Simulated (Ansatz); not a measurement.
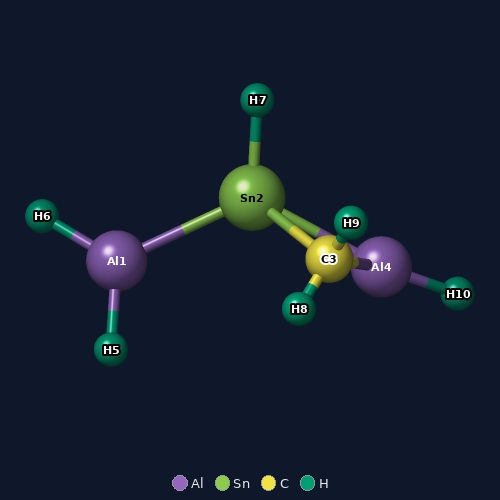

The system is CH6Al2Sn, SMILES [AlH2][SnH]1[CH2][AlH]1; the picture shows the reference structure. 
- The first coordinate is: angle H5–Al1–Sn2; the second: dihedral H5–Al1–Sn2–C3.
- Nothing is relaxed (all other coordinates rigid).
- The scan uses a 7 × 8 grid.
- Points are written as (first, second).
- Energies are in kJ/mol, from the relaxed molecule at the same level.
- Method: Ansatz 0.2.0, RKS CAM-B3LYP-D4/def2-SVP.

Its coordinates:

```yaml
atoms:
  - { symbol: Al, position_ang: [-1.5805, 1.8200, 0.8437] }
  - { symbol: Sn, position_ang: [0.4339, 0.7841, -0.4393] }
  - { symbol: C, position_ang: [0.8625, -1.3515, 0.2974] }
  - { symbol: Al, position_ang: [0.4910, -1.5051, -1.5764] }
  - { symbol: H, position_ang: [-2.6826, 0.8245, 1.3999] }
  - { symbol: H, position_ang: [-1.7829, 3.3820, 1.0115] }
  - { symbol: H, position_ang: [1.9071, 1.6599, -0.4794] }
  - { symbol: H, position_ang: [0.1052, -1.6511, 1.0370] }
  - { symbol: H, position_ang: [1.8674, -1.5183, 0.7110] }
  - { symbol: H, position_ang: [0.4618, -2.4956, -2.8028] }
```

Range: angle H5–Al1–Sn2 from 72.4 to 162.4°; dihedral H5–Al1–Sn2–C3 from −180 to 135°.

Q: Predict the map.

A: The lowest grid point is at (117.4°, −45°), 1.1 kJ/mol from the relaxed molecule at the same level. There is a further well near (117.4°, 135°) (1.8 kJ/mol above the lowest at that grid point). The highest grid point, (72.4°, −135°), lies 137 kJ/mol above the lowest. On the interpolated surface the easiest way out of the lowest well to the well at about (119°, 150°) passes a barrier of about 14 kJ/mol, counted from the interpolated bottom of the well. Round the minimum the two coordinates are nearly uncoupled.

| dihedral H5–Al1–Sn2–C3 ↓, angle H5–Al1–Sn2 → | 72.4 | 87.4 | 102.4 | 117.4 | 132.4 | 147.4 | 162.4 |
| --- | --- | --- | --- | --- | --- | --- | --- |
| 135 | 124 | 58 | 19 | 3 | 11 | 43 | 103 |
| 90 | 135 | 69 | 28 | 11 | 18 | 51 | 111 |
| 45 | 130 | 67 | 28 | 12 | 21 | 54 | 115 |
| 0 | 112 | 51 | 15 | 3 | 14 | 49 | 110 |
| −45 | 111 | 49 | 13 | 1 | 13 | 48 | 110 |
| −90 | 131 | 64 | 25 | 11 | 21 | 56 | 118 |
| −135 | 138 | 70 | 29 | 13 | 22 | 56 | 118 |
| −180 | 125 | 59 | 20 | 5 | 13 | 47 | 107 |

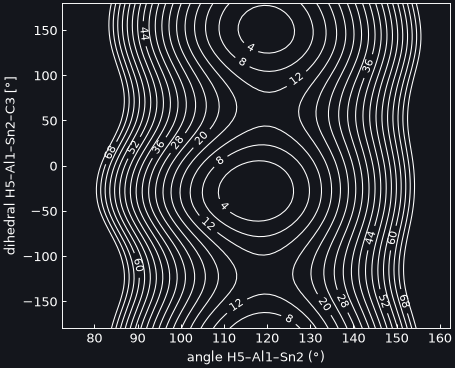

In the figure: contour lines labelled in kJ/mol (none above 72). Between grid points the surface is interpolated.

Each point was launched as `ansatz run input.yaml --threads 1 --pin off --max-ram 2560MiB --backend cpu --events-out ev --progress --plain --runs-dir out`. Time for the 56 points that were run: 8.7 min on 1 thread of Arm Neoverse V2 (shared host).
